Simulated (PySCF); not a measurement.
**GeH2 (SMILES [GeH2]): levels of theory compared**

Aim: a comparison of 4 runs (HF/STO-3G, B3LYP/6-31G*, PBE0/def2-SVP, TPSS/def2-TZVP) of GeH2. 

The results are computed with PySCF 2.14.0.

## Step 1: The molecule

The species is GeH2 (3 atoms), meant as a singlet with charge 0. As SMILES, `[GeH2]`. Geometry: relaxed at PBE0-D4/def2-TZVP.

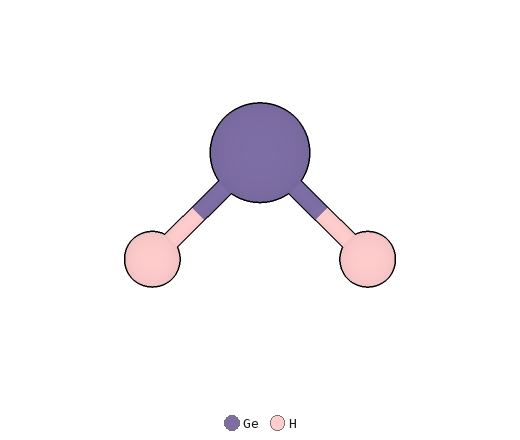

The structure, seen from a chosen angle (germanium purple, hydrogen pink).

## Step 2: Energy and gradient at HF/STO-3G (run 1)

The input, run.py:

```python
import pyscf.grad
from pyscf import gto, scf

mol = gto.M(
    atom=[
    ('Ge', (-0.570100, 0.405100, -0.263700)),
    ('H', (0.783000, 0.743600, 0.509000)),
    ('H', (-0.212900, -1.148700, -0.245300)),
],
    basis='sto-3g',
    max_memory=1860,
    verbose=4,
)

hf = scf.RHF(mol)
hf.conv_tol = 1e-10
hf.kernel()
if not hf.converged:
    hf = hf.newton().run(hf.mo_coeff, hf.mo_occ)

energy = hf.e_tot
print('E = %.10f Eh' % energy)
grad = hf.Gradients().kernel()
hf.analyze()
```

The run is started by

```bash
$ OMP_NUM_THREADS=1 python run.py
```

What it wrote:

```text
PySCF version 2.14.0

[... 67 lines left out ...]
Total Energy =                       -2052.820978043045216
[... 4 lines left out ...]
DFT Exchange-Correlation Energy =      -79.447653549897609
[... 6 lines left out ...]
MO #5   energy= -45.3713556105074  occ= 2
[... 4 lines left out ...]
MO #10  energy= -0.601477634108688 occ= 2
[... 4 lines left out ...]
MO #15  energy= -0.578517577986625 occ= 2
[... 4 lines left out ...]
MO #20  energy= 0.566894906737194  occ= 0
[... 26 lines left out ...]
Dipole moment(X, Y, Z, Debye):  0.24241, -0.17240,  0.11211
```

Wall time 2.3 s (1 thread of Intel Xeon at 2.50GHz (Skylake/Cascade Lake), shared host); peak memory 0.12 GiB.

## Step 3: Energy and gradient at B3LYP/6-31G(d) (spherical functions) (run 2)

The input, calc.py:

```python
# [GeH2]
from pyscf import gto, dft

system = gto.Mole()
system.atom = '''
Ge  -0.570100   0.405100  -0.263700
H    0.783000   0.743600   0.509000
H   -0.212900  -1.148700  -0.245300
'''
system.basis = '6-31g*'
system.spin = 0
system.verbose = 4
system.max_memory = 1860
system.build()

ks = dft.RKS(system)
ks.xc = 'b3lyp'
ks.grids.level = 5
ks.conv_tol = 1e-10
ks.kernel()
if not ks.converged:
    ks = ks.newton().run(ks.mo_coeff, ks.mo_occ)

e_final = ks.e_tot
print(f'total energy: {e_final:.8f} hartree')
grad = ks.nuc_grad_method().kernel()
ks.analyze()
```

The run is started by

```bash
$ OMP_NUM_THREADS=1 python calc.py
```

What it wrote:

```text
PySCF version 2.14.0

[... 81 lines left out ...]
Nuclear Repulsion Energy =              21.473702038224644
[... 9 lines left out ...]
MO #4   energy= -44.3392071880881  occ= 2
[... 7 lines left out ...]
MO #12  energy= -1.21736149031318  occ= 2
[... 7 lines left out ...]
MO #20  energy= 0.0835942662386788 occ= 0
[... 7 lines left out ...]
MO #28  energy= 0.574675538387496  occ= 0
[... 7 lines left out ...]
MO #36  energy= 3.42352870299161   occ= 0
[... 42 lines left out ...]
Dipole moment(X, Y, Z, Debye):  0.10244, -0.07303,  0.04736
```

It took 11 s on 1 thread of Intel Xeon at 2.50GHz (Skylake/Cascade Lake), shared host; peak memory 0.4 GiB.

## Step 4: Energy and gradient at PBE0/def2-SVP (run 3)

The input, calc.py:

```python
from pyscf import gto, dft

mol = gto.M(
    atom='''
Ge  -0.570100   0.405100  -0.263700
H    0.783000   0.743600   0.509000
H   -0.212900  -1.148700  -0.245300
''',
    spin=0,
    max_memory=1860,
    basis='def2-svp',
    verbose=4,
)

calc0 = dft.RKS(mol)
calc0.xc = 'pbe0'
calc0.grids.level = 5
calc0.conv_tol = 1e-10
calc0.kernel()
if not calc0.converged:
    calc0 = calc0.newton().run(calc0.mo_coeff, calc0.mo_occ)

e_final = calc0.e_tot
print('E = %.10f Eh' % e_final)
grad = calc0.nuc_grad_method().kernel()
dip = calc0.dip_moment()
pop, q = calc0.mulliken_pop()
```

The run is started by

```bash
$ OMP_NUM_THREADS=1 python calc.py
```

What it wrote:

```text
PySCF version 2.14.0

[... 66 lines left out ...]
converged SCF energy = -2077.61341258501
[... 11 lines left out ...]
Dipole moment(X, Y, Z, Debye):  0.01287, -0.00937,  0.00593
[... 46 lines left out ...]
charge of    2H =     -0.09465
```

It took 12 s on 1 thread of Intel Xeon at 2.50GHz (Skylake/Cascade Lake), shared host; peak memory 0.45 GiB.

## Step 5: Energy and gradient at TPSS/def2-TZVP (run 4)

The input, calc.py:

```python
from pyscf import gto, dft

system = gto.M(
    atom=[
    ('Ge', (-0.570100, 0.405100, -0.263700)),
    ('H', (0.783000, 0.743600, 0.509000)),
    ('H', (-0.212900, -1.148700, -0.245300)),
],
    basis='def2-tzvp',
    max_memory=1860,
    verbose=3,
)

mf = dft.RKS(system)
mf.xc = 'tpss'
mf.conv_tol = 1e-10
mf.grids.level = 5
mf.kernel()
if not mf.converged:
    mf = mf.newton().run(mf.mo_coeff, mf.mo_occ)

e_final = mf.e_tot
print('E(%s) = %.9f' % ('TPSS', e_final))
grad = mf.nuc_grad_method().kernel()
mf.analyze()
```

The run is started by

```bash
$ OMP_NUM_THREADS=1 python calc.py
```

What it wrote:

```text
converged SCF energy = -2078.11744377428
[... 17 lines left out ...]
MO #10  energy= -1.10380846203243  occ= 2
[... 9 lines left out ...]
MO #20  energy= 0.0382507539476808 occ= 0
[... 9 lines left out ...]
MO #30  energy= 0.426979324648037  occ= 0
[... 9 lines left out ...]
MO #40  energy= 0.984670999347853  occ= 0
[... 9 lines left out ...]
MO #50  energy= 2.44613603932873   occ= 0
[... 9 lines left out ...]
MO #60  energy= 5.11610624750697   occ= 0
[... 4 lines left out ...]
Dipole moment(X, Y, Z, Debye): -0.16509,  0.11710, -0.07639
```

It took 28 s on 1 thread of Intel Xeon at 2.50GHz (Skylake/Cascade Lake), shared host; peak memory 0.59 GiB.

## Step 6: The series

| run | level | integration grid | energy (Eh) | dipole moment (D) | HOMO energy (eV) | LUMO energy (eV) | wall time |
| --- | --- | --- | --- | --- | --- | --- | --- |
| 1 | HF/STO-3G | – | -2052.820978 | 0.32 | -6.31 | 4.70 | 2.3 s |
| 2 | B3LYP/6-31G* (spherical functions) | 5 | -2077.909717 | 0.13 | -6.70 | -3.27 | 11 s |
| 3 | PBE0/def2-SVP | 5 | -2077.613413 | 0.02 | -6.86 | -3.02 | 12 s |
| 4 | TPSS/def2-TZVP | 5 | -2078.117444 | 0.22 | -6.00 | -3.79 | 28 s |

## Step 7: Summary of results

| quantity | value |
| --- | --- |
| run 4: total energy | -2078.11744 Eh |
| run 4: dipole moment | 0.22 D |
| run 4: HOMO energy | -6.00 eV |
| run 4: LUMO energy | -3.79 eV |
| run 4: HOMO–LUMO gap | 2.21 eV |
| run 4: largest force on an atom | 0.071 eV/Å |

In words: The dipole moment (its size) runs from 0.02 D (PBE0/def2-SVP) to 0.32 D (HF/STO-3G). The two ends differ in method and basis. The HOMO–LUMO gap runs from 2.21 eV (TPSS/def2-TZVP) to 11.01 eV (HF/STO-3G). Totals of different functionals can't be ranked against each other. In run 1 the basis is minimal, so the values are rough. All runs together took 53 s, the longest 28 s.
